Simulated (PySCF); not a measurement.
**EPR calculation of C₅H₆Cl₂F**

C₅H₆Cl₂F, multiplicity 2, computed with UKS B3LYP, pcH-1 on C Cl F H, non-relativistic, mean-field spin-orbit, GIAO (PySCF 2.14.0).

It belongs to a series of runs on one base structure; here: H removed from sp3 C.

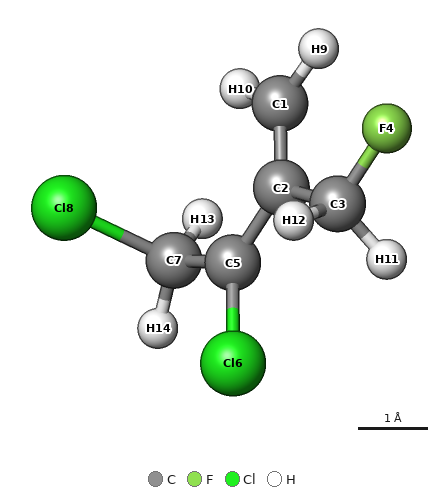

**Figure 1.** The structure (ball-and-stick view, seen at a tilt; atoms are numbered from 1 in the order of the input). Bond lengths as drawn: C–C 1.36 to 1.51 Å, C–Cl 1.72 to 1.83 Å, C–F 1.37 Å and C–H 1.07 to 1.10 Å.

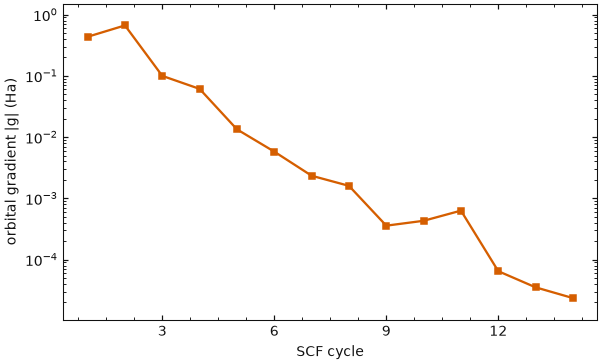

**Figure 2.** Convergence of the self-consistent field: orbital gradient |g| against the SCF cycle. All cycles printed in the log are drawn one after another.

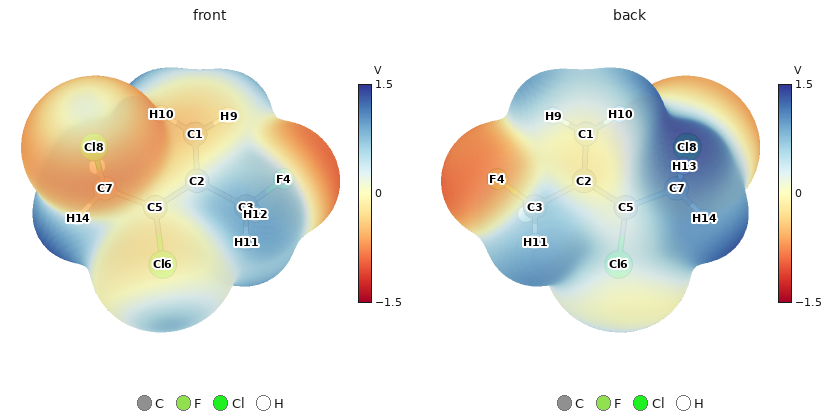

**Figure 3.** The molecular electrostatic potential painted on the density surface at 0.002 e/bohr³, seen at a tilt and from behind; red is negative and blue positive.

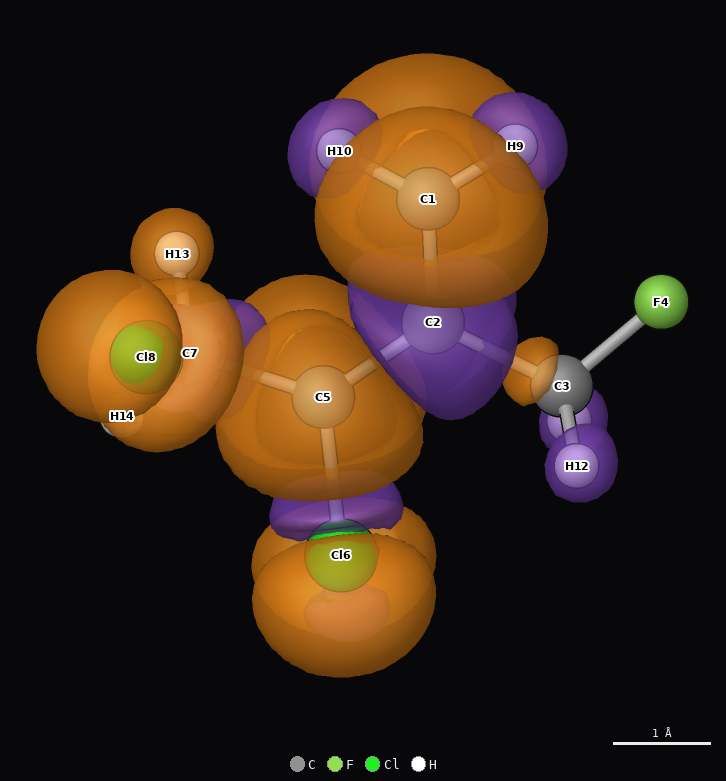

**Figure 4.** Isosurfaces of the spin density (α minus β) at +0.005 (orange) and −0.005 e/Å³ (purple), seen at a tilt. The unpaired spin (1 electron) lies mostly on C5 (about 0.4), C1 (about 0.4) and Cl6 (about 0.1), in electrons by Hirshfeld's partition.

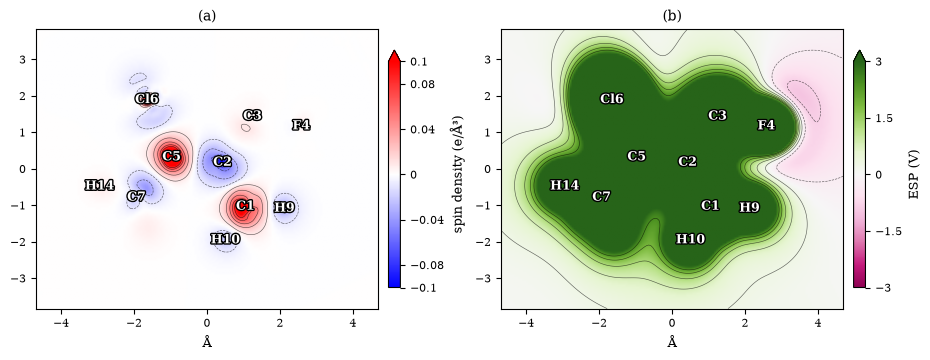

**Figure 5.** (a) spin density (α minus β); (b) electrostatic potential on the plane of atoms C2, C5 and Cl6. The unpaired spin (1 electron) lies mostly on C5 (about 0.4), C1 (about 0.4) and Cl6 (about 0.1), in electrons by Hirshfeld's partition.

These pictures come from the run below.

## The input
```
{"job": {"kind": "epr", "basis": "pcH-1"}, "charge": 0, "multiplicity": 2}
C     -0.524000    -1.475783     0.090840
C     -0.515022    -0.117584     0.002345
C     -1.812621     0.650012     0.117494
F     -2.891050    -0.184604     0.213726
C      0.651914     0.637211    -0.194192
Cl     0.557793     2.350174    -0.169428
C      2.004216     0.075106    -0.319125
Cl     2.661463    -0.378333     1.327047
H     -1.448317    -2.001573     0.241418
H      0.373893    -2.060003     0.036785
H     -1.974819     1.278474    -0.765885
H     -1.814196     1.277719     1.016529
H      2.019634    -0.847573    -0.895654
H      2.710434     0.796284    -0.724066
```

The first line tells a small driver script what to run in PySCF; the rest is the geometry in Å.

Launched with:
```bash
OMP_NUM_THREADS=1 python <driver script> task.json out
```

## Log
```
UKS, coarse grid
  cycle   1  E = -1214.27668134  |g| = 4.35e-01
  cycle   2  E = -1214.17175357  |g| = 6.67e-01
  cycle   3  E = -1214.34125144  |g| = 1.00e-01
  cycle   4  E = -1214.34506735  |g| = 6.13e-02
  cycle   5  E = -1214.34690488  |g| = 1.34e-02
  cycle   6  E = -1214.34702876  |g| = 5.79e-03
  cycle   7  E = -1214.34707085  |g| = 2.34e-03
  cycle   8  E = -1214.34707790  |g| = 1.60e-03
  cycle   9  E = -1214.34707918  |g| = 3.58e-04
UKS, final grid
  cycle   1  E = -1214.34701302  |g| = 4.30e-04
  cycle   2  E = -1214.34701294  |g| = 6.30e-04
  cycle   3  E = -1214.34701313  |g| = 6.46e-05
  cycle   4  E = -1214.34701313  |g| = 3.52e-05
  cycle   5  E = -1214.34701313  |g| = 2.35e-05
E = -1214.34701313 Eh   <S^2> = 0.7746 (exact 0.7500)
g shifts (ppm)      1          2          3
  rmc          -180       -180       -180
  gc             -3         35         32
  oz_so         595       3678       6169
  total         412       3532       6021
hyperfine (MHz)  atom isotope    a_iso     a_fc   dipolar eigenvalues
    0   13C      45.09      45.22    -43.19    -41.51     84.71
    1   13C     -45.50     -45.54    -27.83     11.42     16.41
    2   13C       5.67       5.67     -1.09      0.04      1.05
    3   19F      -0.78      -0.78     -4.99      0.89      4.10
    4   13C      72.10      71.64    -56.60    -55.10    111.70
    5  35Cl       4.37       4.43    -23.11    -14.99     38.11
    6   13C     -11.89     -11.84     -1.85     -0.12      1.97
    7  35Cl      20.55      20.01    -14.69    -13.80     28.49
    8    1H     -35.95     -35.94    -20.95     -0.62     21.57
    9    1H     -33.61     -33.61    -17.65     -1.64     19.30
   10    1H     -15.21     -15.21     -2.18     -0.92      3.10
   11    1H     -16.49     -16.49     -2.11     -0.67      2.78
   12    1H      19.44      19.45     -3.18     -2.57      5.75
   13    1H       7.42       7.43     -3.65     -2.67      6.32
```

## Results in brief

| quantity | value |
| --- | --- |
| outcome | converged |
| total energy | −1214.347013 hartree |
| ⟨S²⟩ | 0.775 |
| isotropic g | 2.0056 |
| hardware | 1 CPU thread, shared host |
| wall time | 1.7 min |
| peak memory | 0.96 GiB |
